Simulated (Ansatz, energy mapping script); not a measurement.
# Spin model of EuAl4 from collinear orders

Wanted: the magnetic order of EuAl4, its couplings and an estimate of its ordering temperature, by LDA+U (3.6 eV).

Main program and level: Ansatz 0.2.0; LDA with U = 3.6 eV on Eu f, ortho-atomic projectors; plane waves, U on orthogonalised atomic orbitals unless named otherwise, collinear spin, no spin–orbit coupling.

### Step 1. The starting structure

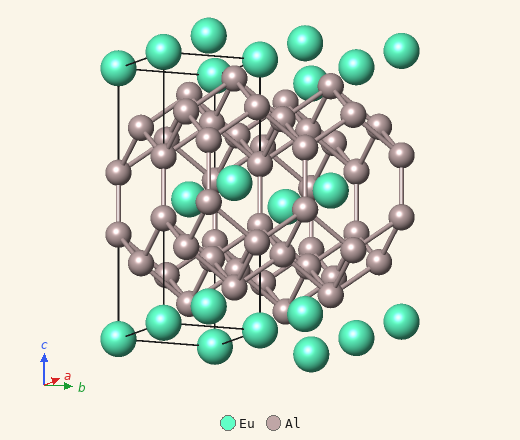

Start, viewed from a free direction; europium green, aluminium light grey. 2×2×1 cells are drawn. This picture shows the conventional cell, with its axes. Some periodic images of atoms are drawn too.

Coordinates:

```cif
data_structure
_symmetry_space_group_name_H-M 'I4/mmm'
_symmetry_Int_Tables_number 139
_cell_length_a 4.3359
_cell_length_b 4.3359
_cell_length_c 11.1919
_cell_angle_alpha 90.000
_cell_angle_beta 90.000
_cell_angle_gamma 90.000
_cell_volume 210.41
loop_
_atom_site_label
_atom_site_type_symbol
_atom_site_symmetry_multiplicity
_atom_site_Wyckoff_symbol
_atom_site_fract_x
_atom_site_fract_y
_atom_site_fract_z
_atom_site_occupancy
Eu1 Eu 2 a 0.00000 0.00000 0.00000 1
Al1 Al 4 d 0.00000 0.50000 0.25000 1
Al2 Al 4 e 0.50000 0.50000 0.11422 1
```

The cell comes from a database of computed structures, and need not be the one that the compound takes in experiment.

The U corrects the self-interaction that lets semilocal functionals spread d and f electrons too far. Its value here is typed, not computed.

### Step 2. One set of occupation matrices for all orders

A corrected shell can settle in several orbital fillings. One parallel run, with an occupation width a fifth wider than the orders use, therefore is to supply the occupation matrices. All orders start from them.

input.yaml

```yaml
crystal:
  lattice:
    - [-2.16793605, 2.16793605, 5.59596076]
    - [2.16793605, -2.16793605, 5.59596076]
    - [2.16793605, 2.16793605, -5.59596076]
  atoms:
    - { symbol: Eu, position: [0.0, 0.0, 0.0], spin: 7.0 }
    - { symbol: Al, position: [0.75, 0.25, 0.5] }
    - { symbol: Al, position: [0.25, 0.75, 0.5] }
    - { symbol: Al, position: [0.61421814, 0.61421814, 0.0] }
    - { symbol: Al, position: [0.38578186, 0.38578186, 0.0] }
magnetization:
  spin_polarized: true
kpoints:
  mp_grid: { grid: [9, 9, 9] }
hamiltonian:
  xc: lda
  hubbard:
    sites: [{ species: Eu, l: f, u_eff: 3.6 }]
    projectors: ortho-atomic
scf:
  occupations: { method: fermi_dirac, width: 0.12 }
output:
  eigenvalues: true
```

Launch:

```sh
$ ansatz run input.yaml --threads 4 --pin off --max-ram 8192MiB --backend cpu --events-out ev --progress --plain --runs-dir out
```

Numbers of over 12 decimals in the logs are rounded to 6 here.

The program printed:

```text
basis.fft_grid_basis auto: the FFT boxes are laid along the combinations [[1, 0, 1], [0, 1, 1], [0, 0, 1]] of the cell's own vectors, 4.336, 4.336 and 6.381 Å long. The dense box has 30×30×45 points. Along the cell's own vectors, as sized, it would have 45×45×45, 2.25 times as many. Of the 16 symmetry operations that the crystal satisfies within crystal.symmetry.tolerance (time reversal apart; of a slab, those that k [...]
Engine: ansatz 0.2.0, aarch64-unknown-linux-gnu
Pseudopotentials: kind: paw
Pseudopotential: Eu, paw, valence charge 17, recommended cutoff 420 eV (normal), Eu.paw.azcp
Pseudopotential: Al, paw, valence charge 3, recommended cutoff 420 eV (normal), Al.paw.azcp
Functional definition: SPW92
  exchange = slater_x
  correlation = pw_c
Crystal: 5 atoms, lattice volume = 105.203 Å³
Basis set: ecut = 420 eV, 2059 PW (Γ), FFT grids on a1+a3, a2+a3, a3
Bands: 28, of which v1, the nominal top of the filled ones, is band 15 counted from 1 (14 counted from 0)
Symmetry: 16 space group operations
Space group: I4/mmm (ITA 139), of the structure as read, at distance tolerance 4.7e-5 Å
Magnetic group: BNS 139.531 (UNI 1191), of the structure as read, at distance tolerance 4.7e-5 Å
k-points: 75 of 729
Non-local potential: Eu, projectors of the file, l = 0: 3, l = 1: 2, l = 2: 2, l = 3: 3
Non-local potential: Al, projectors of the file, l = 0: 2, l = 1: 2, l = 2: 1
PAW form: soft (Blöchl's): semilocal exchange-correlation on the pseudo side does not see the compensation charge
PAW frozen core: Eu, regenerated for the run's functional, and the local potential with it (the file was generated under x = pbe(κ = 0.804, μ = 0.219515), c = pbe(β = 0.066725))
PAW frozen core: Al, regenerated for the run's functional, and the local potential with it (the file was generated under x = pbe(κ = 0.804, μ = 0.219515), c = pbe(β = 0.066725))
PAW one-centre angular grid: Eu, 590 points (default); XC on 64 Gauss nodes
PAW one-centre angular grid: Al, 110 points (default); XC on 64 Gauss nodes
Initial density: superposition of atomic densities (chi_scale 0.1, normalization cell)
Initial wavefunctions: pseudopotential atomic-orbital guess
Functional: x = slater, c = lda
SCF iter   1: F=—  HF=-10617.413941 eV  |F-HF|=—  |Δ(HF+E_count)|=         —  Δρ=2.92e-2 (↑2.92e-2 ↓2.37e-2)  dr2=9.79e-1  dr2_m=4.03e-1  M=6.886 μB ∫|m|=6.977 μB  β_m=0.30  ethr=3.10e-3  ⟨swp⟩=7.0  Hψ=23727  notcnv=0  defer=64
preconditioner: auto → Kerker (q_TF=auto, 2.201 Å⁻¹)  [metal: Δε(μ)=0.042 eV  Ē_g=7.449 eV  σ=0.120 eV  W_gap=0.09  n_scr=14 (ndim 8)  ℏωp=16.6 eV  f_vac=0.000  D(μ)=1.85/eV (n_scr^D=10)]
spin=Collinear: Kerker preconditioning applied to the charge; magnetization (m = ρ↑ − ρ↓) channel mixes plain (no charge-response kernel on spin).
[...]
SCF iter   3: F=—  HF=-10618.348082 eV  |F-HF|=—  |Δ(HF+E_count)|=   1.09e-3  Δρ=1.75e-4 (↑1.75e-4 ↓1.53e-4)  dr2=2.65e-4  dr2_m=1.18e-5  M=7.032 μB ∫|m|=7.183 μB  β_m=0.29  ethr=1.22e-6  ⟨swp⟩=2.1  Hψ=7703  notcnv=0  defer=7
SCF iter   4: F=—  HF=-10618.348041 eV  |F-HF|=—  |Δ(HF+E_count)|=   4.13e-5  Δρ=1.20e-4 (↑1.10e-4 ↓1.20e-4)  dr2=1.72e-4  dr2_m=4.28e-6  M=7.032 μB ∫|m|=7.183 μB  β_m=0.62  ethr=9.14e-7  ⟨swp⟩=1.0  Hψ=4201  notcnv=0  defer=7
SCF iter   5: F=—  HF=-10618.348001 eV  |F-HF|=—  |Δ(HF+E_count)|=   3.95e-5  Δρ=9.15e-5 (↑9.15e-5 ↓3.57e-5)  dr2=1.33e-5  dr2_m=2.65e-6  M=7.032 μB ∫|m|=7.182 μB  β_m=0.81  ethr=5.94e-7  ⟨swp⟩=1.7  Hψ=4969  notcnv=0  defer=7
SCF iter   6: F=—  HF=-10618.347999 eV  |F-HF|=—  |Δ(HF+E_count)|=   2.40e-6  Δρ=5.74e-6 (↑5.74e-6 ↓5.10e-6)  dr2=5.52e-7  dr2_m=3.64e-10  M=7.032 μB ∫|m|=7.182 μB  β_m=0.86  ethr=4.57e-8  ⟨swp⟩=2.2  Hψ=5568  notcnv=0  defer=7
SCF iter   7: F=-10618.347999 eV  HF=-10618.347999 eV  |F-HF|=4.02e-8  |Δ(HF+E_count)|=   9.89e-8  Δρ=5.12e-6 (↑5.12e-6 ↓1.23e-6)  dr2=4.76e-8  dr2_m=5.29e-9  M=7.032 μB ∫|m|=7.182 μB  ethr=3.45e-10  ⟨swp⟩=3.5  Hψ=16379  notcnv=0
SCF 1 converged in 7 iterations: F = -10618.347999 eV  dr2 = 4.76e-8
[...]
SCF converged after 15 iterations (8 of them in the search for the orbital order of the open f shells)
Magnetization: 7.0315 μB (18.0158 up, 10.9842 down)
Absolute magnetization: 7.1832 μB (∫|ρ↑−ρ↓|, with the PAW one-centre terms)
Spin contamination: 0.0918 ħ² per cell (⟨S²⟩ above its minimum at these occupations)
Per-site moments (μB) at R_I (Å): [(6.886221, 1.370220), (-0.013696, 1.092098), (-0.013696, 1.092098), (-0.00706272, 1.054614), (-0.00706272, 1.054614)]
Free energy (F): -10618.347999 eV
Harris-Foulkes:  -10618.347999 eV  (|F-HF|=4.02e-8)
Internal energy: -10618.269870 eV  (E = F + TS)
E sigma→0 (E₀):  -10618.308935 eV
Entropy (-TS):   -0.078129 eV (-15.626 meV/atom)
Fermi energy:    8.260771 eV
--- Per-component energies (eV) ---
  E_band       = -13.533974
  E_kinetic    = 441.453655
  E_local      = -2487.755142  (includes V_loc(G=0)·N_el)
  E_nonlocal   = 527.174841
  E_hartree    = 1040.195983
  E_xc         = -331.506267
  E_vxc        = -317.667242  (∫ρ·V_xc dr)
  E_hubbard    = 0.209862  (on-site DFT+U / exact-exchange correction)
  E_vhub       = -12.005310  (the Hubbard potential's part of the band-sum identity)
  E_paw        = -7963.790946  (= ΣΔE_a)
  E_vpaw       = -245.114099  (= ΣTr[D̂ρ^β])
  E_aug_tail   = -0.000016  (compensation charges beyond the density's cutoff)
  E_ewald      = -1845.609596
  E_core_change = 1.357755  (= ΣΔE_core)
  E_smearing   = -0.078129  (= −TS)
  E_closure    = 0.000000  (closes the sum)
  Σ components = -10618.347999   (vs F -10618.347999, Δ=0.00e0)
--- Band table (eV; the first three rows and the last of 150) ---
  k-point 0 ↑: bands = [... 11 lower, 6.8734, 6.9952, 6.9952, 7.0021, 7.0301, 7.5196, 7.6095, 8.8423, ... 9 higher]
  k-point 1 ↑: bands = [... 11 lower, 6.9102, 6.9803, 6.9968, 7.0014, 7.0357, 7.1370, 7.9355, 8.5683, ... 9 higher]
  k-point 2 ↑: bands = [... 11 lower, 6.9616, 6.9901, 6.9906, 6.9926, 6.9968, 7.0364, 7.1446, 9.5041, ... 9 higher]
  k-point 74 ↓: bands = [... 11 lower, 8.6190, 9.3096, 10.0550, 10.5092, 10.8858, 11.0829, 11.6444, 11.8382, ... 9 higher]
Occupation matrices written to <dir>
```

It took 19 s on 4 threads of Arm Neoverse V1, shared host; peak memory 0.65 GiB; 69 s of CPU time.

Numbers from this step:

```yaml
final_state: ferromagnetic
electrons_in_the_corrected_shells: 6.903 e
largest_moment: 6.886 μB
```

### Step 3. Order 1: parallel, cell A of 10 atoms

Each cell gets its own parallel run on the same mesh, so that most of the mesh error cancels in the differences.

input.yaml

```yaml
crystal:
  lattice:
    - [4.3358721, 0.0, 0.0]
    - [-2.16793605, 2.16793605, 5.59596076]
    - [0.0, -8.6717442, 0.0]
  atoms:
    - { symbol: Eu, position: [0.0, 0.0, 0.5], spin: 7.0 }
    - { symbol: Eu, position: [0.0, 0.0, 0.0], spin: 7.0 }
    - { symbol: Al, position: [0.25, 0.5, 0.375] }
    - { symbol: Al, position: [0.25, 0.5, 0.875] }
    - { symbol: Al, position: [0.75, 0.5, 0.625] }
    - { symbol: Al, position: [0.75, 0.5, 0.125] }
    - { symbol: Al, position: [0.61421814, 0.22843628, 0.80710907] }
    - { symbol: Al, position: [0.61421814, 0.22843628, 0.30710907] }
    - { symbol: Al, position: [0.38578186, 0.77156372, 0.69289093] }
    - { symbol: Al, position: [0.38578186, 0.77156372, 0.19289093] }
magnetization:
  spin_polarized: true
kpoints:
  mp_grid: { grid: [7, 7, 4] }
hamiltonian:
  xc: lda
  hubbard:
    sites:
      - { species: Eu, l: f, u_eff: 3.6 }
      - { site: 0, l: f, u_eff: 3.6, starting_ns: [{ spin: up, occupation_matrix: eu1_major }, { spin: down, occupation_matrix: eu1_minor }] }
      - { site: 1, l: f, u_eff: 3.6, starting_ns: [{ spin: up, occupation_matrix: eu1_major }, { spin: down, occupation_matrix: eu1_minor }] }
    projectors: ortho-atomic
    occupation_matrices:
      eu1_major:
        matrix:
          - [0.99, 0.0, 0.0, 0.0, 0.0, 0.0, 0.0]
          - [0.0, 0.985, 0.0, 0.0, 0.0, 0.0, 0.0]
          - [0.0, 0.0, 0.985, 0.0, 0.0, 0.0, 0.0]
          - [0.0, 0.0, 0.0, 0.987, 0.0, 0.0, 0.0]
          - [0.0, 0.0, 0.0, 0.0, 0.975, 0.0, 0.0]
          - [0.0, 0.0, 0.0, 0.0, 0.0, 0.985, 0.0]
          - [0.0, 0.0, 0.0, 0.0, 0.0, 0.0, 0.985]
      eu1_minor:
        matrix:
          - [0.001, 0.0, 0.0, 0.0, 0.0, 0.0, 0.0]
          - [0.0, 0.001, 0.0, 0.0, 0.0, 0.0, 0.0]
          - [0.0, 0.0, 0.001, 0.0, 0.0, 0.0, 0.0]
          - [0.0, 0.0, 0.0, 0.002, 0.0, 0.0, 0.0]
          - [0.0, 0.0, 0.0, 0.0, 0.002, 0.0, 0.0]
          - [0.0, 0.0, 0.0, 0.0, 0.0, 0.001, 0.0]
          - [0.0, 0.0, 0.0, 0.0, 0.0, 0.0, 0.001]
scf:
  occupations: { method: fermi_dirac, width: 0.1 }
output:
  eigenvalues: true
```

The program printed:

```text
[...]
Crystal: 10 atoms, lattice volume = 210.406 Å³
Basis set: ecut = 420 eV, 4115 PW (Γ)
Bands: 46, of which v1, the nominal top of the filled ones, is band 29 counted from 1 (28 counted from 0)
Symmetry: 8 space group operations
[...]
k-points: 60 of 196
[...]
Starting moments: Σ|m| = 14 μB on 2 of 10 sites
[...]
SCF iter   1: F=—  HF=-21233.773006 eV  |F-HF|=—  |Δ(HF+E_count)|=         —  Δρ=1.99e-1 (↑1.99e-1 ↓1.51e-1)  dr2=5.45e0  dr2_m=5.88e1  M=14.638 μB ∫|m|=14.996 μB  β_m=1.00  ethr=3.10e-3  ⟨swp⟩=7.9  Hψ=27044  notcnv=0
[...]
SCF iter  10: F=—  HF=-21236.637891 eV  |F-HF|=—  |Δ(HF+E_count)|=   4.94e-2  Δρ=1.80e-4 (↑1.22e-4 ↓1.80e-4)  dr2=7.95e-5  dr2_m=2.54e-5  M=14.061 μB ∫|m|=14.371 μB  β_m=0.30  ethr=4.23e-7  ⟨swp⟩=2.1  Hψ=8732  notcnv=0  defer=415
[...]
spin-set hold released at iteration 10 (settled: charge residual and site-moment steps within their bounds): the magnetisation degrees of freedom join the quasi-Newton model from the next iteration; the mixer history was flushed
SCF iter  11: F=—  HF=-21236.661458 eV  |F-HF|=—  |Δ(HF+E_count)|=   2.36e-2  Δρ=2.34e-4 (↑1.35e-4 ↓2.34e-4)  dr2=5.67e-5  dr2_m=5.60e-5  M=14.060 μB ∫|m|=14.370 μB  β_m=0.65  ethr=1.37e-7  ⟨swp⟩=2.0  Hψ=9026  notcnv=0  defer=415
[...]
SCF iter  16: F=-21236.685325 eV  HF=-21236.685325 eV  |F-HF|=8.62e-10  |Δ(HF+E_count)|=   1.46e-8  Δρ=9.30e-7 (↑4.57e-7 ↓9.30e-7)  dr2=9.58e-10  dr2_m=7.79e-10  M=14.060 μB ∫|m|=14.367 μB  ethr=1.07e-10  ⟨swp⟩=2.4  Hψ=14660  notcnv=0
SCF 1 converged in 16 iterations: F = -21236.685325 eV  dr2 = 9.58e-10
[...]
SCF converged after 16 iterations
an eigenvalue changed by more than its tolerance at an iteration that met the thresholds in force, so the SCF went on 1 time: the last check found none over its tolerance
Magnetization: 14.0596 μB (36.0298 up, 21.9702 down)
Absolute magnetization: 14.3685 μB (∫|ρ↑−ρ↓|, with the PAW one-centre terms)
[...]
Per-site moments (μB) at R_I (Å): [(6.886487, 1.370220), (6.886487, 1.370220), (-0.013644, 1.092098), (-0.013644, 1.092098), (-0.013644, 1.092098), (-0.013644, 1.092098), (-0.00737995, 1.054614), (-0.00737995, 1.054614), (-0.00737995, 1.054614), (-0.00737995, 1.054614)]
Free energy (F): -21236.685325 eV
[...]
Internal energy: -21236.580313 eV  (E = F + TS)
E sigma→0 (E₀):  -21236.632819 eV
Entropy (-TS):   -0.105013 eV (-10.501 meV/atom)
Fermi energy:    8.262316 eV
[...]
--- Specified on-site occupations, and those of the state reported ---
  electrons in the specified blocks: 13.8020 specified, 13.8070 found
  site 1 (l=f) ↑: largest change of an orbital's occupation 0.0009; electrons 6.8920 specified, 6.8929 found; spectral distance 0.0015
[...]
site 1 (l=f) ↓: largest change of an orbital's occupation 0.0008; electrons 0.0090 specified, 0.0106 found; spectral distance 0.0012
[...]
--- Band table (eV; the first three rows and the last of 120) ---
  k-point 0 ↑: bands = [... 25 lower, 6.9975, 6.9980, 6.9984, 7.0044, 7.0243, 7.0348, 7.0436, 7.5184, ... 13 higher]
  k-point 1 ↑: bands = [... 25 lower, 6.9918, 6.9995, 7.0016, 7.0068, 7.0090, 7.0438, 7.1249, 7.1578, ... 13 higher]
  k-point 2 ↑: bands = [... 25 lower, 6.9602, 6.9919, 6.9919, 7.0027, 7.0027, 7.0387, 7.0387, 7.0940, ... 13 higher]
  k-point 59 ↓: bands = [... 25 lower, 9.6686, 10.1560, 10.7524, 10.9298, 11.2979, 11.3668, 11.9521, 12.6783, ... 13 higher]
Occupation matrices written to <dir>
```

Run time: 48 s. Hardware: 4 threads; peak memory 1.4 GiB.

Spin moment in the sphere by atom:

```
atom  spin moment in the sphere (μB)
 Eu1                            6.89
 Eu2                            6.89
 Al3                           -0.01
 Al4                           -0.01
 Al5                           -0.01
 Al6                           -0.01
 Al7                           -0.01
 Al8                           -0.01
 Al9                           -0.01
Al10                           -0.01
```

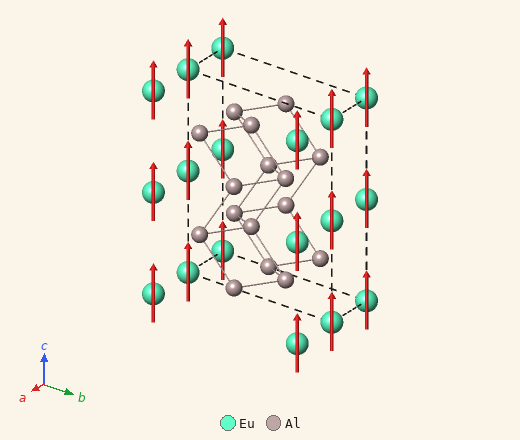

Spin moment in the sphere as arrows, the longest 6.89 μB. Up and down stand for the sign. Arrows give size and sign along the axis of quantisation, drawn up and down the page. 2×1×1 cells are drawn. Some periodic images of atoms are drawn too.

The run ends ferromagnetic.

### Step 4. Order 2: compensated +−, cell A of 10 atoms

This order reverses 2 of the 4 neighbours at 4.34 Å, 4 of the 4 neighbours at 6.13 Å and 4 of the 8 neighbours at 6.38 Å, counted for an average magnetic atom.

Edit input.yaml of step 3 so:

```diff
@@ -7,3 +7,3 @@
     - { symbol: Eu, position: [0.0, 0.0, 0.5], spin: 7.0 }
-    - { symbol: Eu, position: [0.0, 0.0, 0.0], spin: 7.0 }
+    - { symbol: Eu, position: [0.0, 0.0, 0.0], spin: -7.0 }
     - { symbol: Al, position: [0.25, 0.5, 0.375] }
@@ -26,3 +26,3 @@
       - { site: 0, l: f, u_eff: 3.6, starting_ns: [{ spin: up, occupation_matrix: eu1_major }, { spin: down, occupation_matrix: eu1_minor }] }
-      - { site: 1, l: f, u_eff: 3.6, starting_ns: [{ spin: up, occupation_matrix: eu1_major }, { spin: down, occupation_matrix: eu1_minor }] }
+      - { site: 1, l: f, u_eff: 3.6, starting_ns: [{ spin: up, occupation_matrix: eu1_minor }, { spin: down, occupation_matrix: eu1_major }] }
     projectors: ortho-atomic
```

The program printed:

```text
[...]
Crystal: 10 atoms, lattice volume = 210.406 Å³
Basis set: ecut = 420 eV, 4115 PW (Γ)
Bands: 46, of which v1, the nominal top of the filled ones, is band 29 counted from 1 (28 counted from 0)
Symmetry: 4 space group operations
[...]
k-points: 60 of 196
[...]
Starting moments: Σ|m| = 14 μB on 2 of 10 sites
Starting magnetic order: antiferromagnet; a translation exchanges its spin sublattices: spin-degenerate at every k-point
[...]
SCF iter   1: F=—  HF=-21233.820761 eV  |F-HF|=—  |Δ(HF+E_count)|=         —  Δρ=1.77e-1 (↑1.77e-1 ↓1.77e-1)  dr2=5.47e0  dr2_m=5.89e1  M=0.000 μB ∫|m|=14.941 μB  β_m=1.00  ethr=3.10e-3  ⟨swp⟩=7.5  Hψ=14574  notcnv=0  defer=2
[...]
SCF iter  16: F=-21236.678024 eV  HF=-21236.678024 eV  |F-HF|=1.12e-9  |Δ(HF+E_count)|=   1.52e-8  Δρ=9.22e-7 (↑9.22e-7 ↓9.22e-7)  dr2=7.41e-10  dr2_m=1.48e-9  M=0.000 μB ∫|m|=14.258 μB  ethr=1.36e-10  ⟨swp⟩=2.5  Hψ=4975  notcnv=0
SCF 1 converged in 16 iterations: F = -21236.678024 eV  dr2 = 7.41e-10
[...]
SCF converged after 16 iterations
Magnetization: 0.0000 μB (29.0000 up, 29.0000 down)
Absolute magnetization: 14.2606 μB (∫|ρ↑−ρ↓|, with the PAW one-centre terms)
[...]
Per-site moments (μB) at R_I (Å): [(6.883072, 1.370220), (-6.883072, 1.370220), (-0.00234331, 1.092098), (0.00234331, 1.092098), (-0.00234331, 1.092098), (0.00234331, 1.092098), (-0.000539588, 1.054614), (0.000539588, 1.054614), (0.000539588, 1.054614), (-0.000539588, 1.054614)]
Free energy (F): -21236.678024 eV
[...]
Internal energy: -21236.573328 eV  (E = F + TS)
E sigma→0 (E₀):  -21236.625676 eV
Entropy (-TS):   -0.104696 eV (-10.470 meV/atom)
Fermi energy:    8.261040 eV
[...]
--- Specified on-site occupations, and those of the state reported ---
  electrons in the specified blocks: 13.8020 specified, 13.8106 found
[...]
--- Band table (eV; the first three rows and the last of 120) ---
  k-point 0 ↑: bands = [... 25 lower, 7.4009, 7.6561, 7.7620, 7.9050, 8.0451, 8.8934, 8.9071, 8.9205, ... 13 higher]
  k-point 1 ↑: bands = [... 25 lower, 7.1157, 7.2464, 7.8964, 7.9071, 8.3099, 8.6216, 9.0755, 9.2956, ... 13 higher]
  k-point 2 ↑: bands = [... 25 lower, 7.0687, 7.1144, 7.9880, 8.0619, 8.2130, 8.2460, 9.5216, 9.8598, ... 13 higher]
  k-point 59 ↓: bands = [... 25 lower, 7.0316, 7.0433, 7.0760, 7.1227, 8.8440, 9.0549, 9.2149, 9.5687, ... 13 higher]
Occupation matrices written to <dir>
```

It took 22 s on 4 threads; peak memory 1.3 GiB.

Spin moment in the sphere by atom:

```
atom  spin moment in the sphere (μB)
 Eu1                            6.88
 Eu2                           -6.88
 Al3                            0.00
 Al4                            0.00
 Al5                            0.00
 Al6                            0.00
 Al7                            0.00
 Al8                            0.00
 Al9                            0.00
Al10                            0.00
```

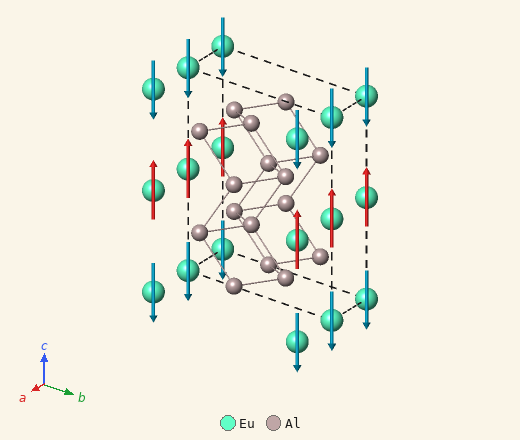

Spin moment in the sphere as arrows, the longest 6.88 μB. Up and down stand for the sign. Arrows give size and sign along the axis of quantisation, drawn up and down the page. The two directions have two colours. 2×1×1 cells are drawn. Some periodic images of atoms are drawn too.

The run ends antiferromagnetic, 3.57 meV a magnetic atom above the parallel order of its cell (energies taken at zero occupation width, not the printed F).

[end of part 1 of 3]

[Logs and program files are shortened in this print: banners, set-up blocks, solver, clock and traceback lines can be left out without a mark of their own.]

[Logs are printed without paths, hosts, clocks, repeated set-up lines and the standing remarks that a program may print on its own settings, such as how far it seeks lower states.]

[Hosts, paths, dates, database ids (printed as entryN), source tags and the programs' standing remarks are cut or masked in the printed files.]

[Where a cell is said to come from a database of computed structures, the database is the Materials Project.]
